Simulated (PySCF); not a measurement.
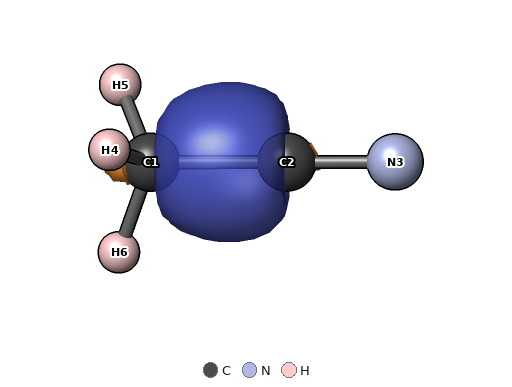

Figure. C$_{2}$H$_{3}$N, SMILES `CC#N`. Foster–Boys orbitals, occupied; each surface holds about 80 % of the orbital's density. Energies are diagonal elements of the Fock matrix.

Method: PBE0/def2-SVP; geometry: GFN2-xTB; program: PySCF. No frequency check shows the geometry to be a minimum.

Q: What does this orbital represent?

A: σ bond C2–C1 (C2 52 %, C1 48 %; −17.5 eV).

Q: How do all the valence pairs divide up?

A: 8 pairs: 4 σ bonds, 3 bent bonds and 1 lone pair.

Cost of the run: 3 s on 1 thread of Arm Neoverse V2, on a shared host, peak memory 0.27 GiB.
